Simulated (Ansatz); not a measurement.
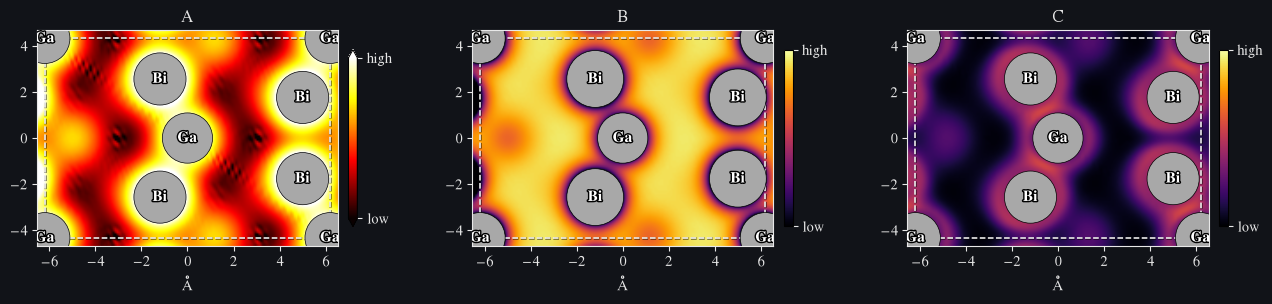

CdGa$_{2}$Bi$_{4}$: 3 fields on the (110) plane of the conventional cell, with unlabelled colour scales. Grey discs cover the atomic cores.

Space group I-4; built by placing these elements on a known structure type.

All numbers below come from Ansatz, DFT, PAW plane waves, PBE.

> The panels show electron localisation function, electrostatic potential energy of an electron and valence pseudo-density in some order. Assign them.

Panel A: valence pseudo-density. Panel B: electrostatic potential energy of an electron (low next to the atoms, rising into the space between them). Panel C: electron localisation function. From the grid: Ga–Bi (2.83 Å): the density is about 0.32 e/Å³ at the midpoint; the ELF reaches about 0.55 near the midpoint.
